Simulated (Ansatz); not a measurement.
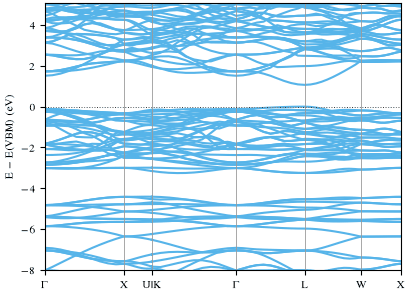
Band structure from the program Ansatz at the r²SCAN level (PAW)

Task: Read off the gap and where the band edges lie.

Result: About 1.1 eV (1.07 eV by a search for the band edges); maximum at L, minimum at L.

Task: Which compound is it?
A) Zn2GeO4, spinel
B) YN, rock salt
C) C, Fd-3m (C on 32e)
D) Ge, Fd-3m (Ge on 8b, Ge on 32e, Ge on 96g)

Result: D, Ge, Fd-3m (Ge on 8b, Ge on 32e, Ge on 96g)

The workflow started from a Materials Project entry (that database holds measured and hypothetical structures alike). Its sites differ from those of the usual phase in this space group: another stacking or structure type. The r²SCAN relaxation kept the symmetry of its start; whether a distortion lowers the energy is not shown. Spin–orbit coupling is left out wherever it is not named.

Potentials: the earlier of the program's two PAW sets. The files were generated under PBE; for other functionals the program regenerates the frozen cores, and for LDA and PBEsol the local potential too.
